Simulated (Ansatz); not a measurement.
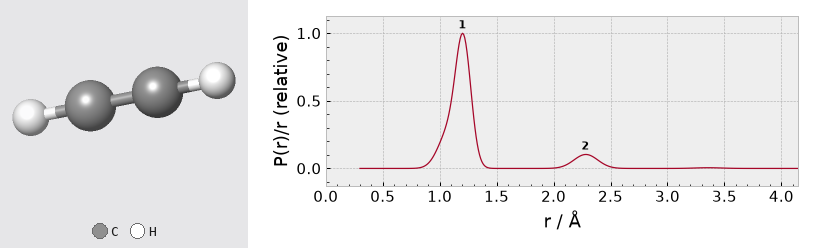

Simulated gas electron diffraction: radial distribution curve of C₂H₂. Each pair of atoms contributes with weight ZᵢZⱼ/r; damping constant 0.001 Å²; vibrational amplitudes assumed, not computed: 0.05 Å for bonds, 0.078 Å for bonds to H, 0.06 + 0.015 r up to 0.15 Å for other pairs. The geometry is the end point of an optimisation (Ansatz 0.2.0, RKS PBE0/def2-SVP); it may be a saddle point or a higher isomer.

Question: Read the positions of the numbered peaks and name the main pairs (– for bonds).

Answer: Peak 1, 1.20 Å: C–H 1.07 Å (×2), C–C 1.21 Å, not resolved
Peak 2, 2.28 Å: C···H 2.28 Å (×2)
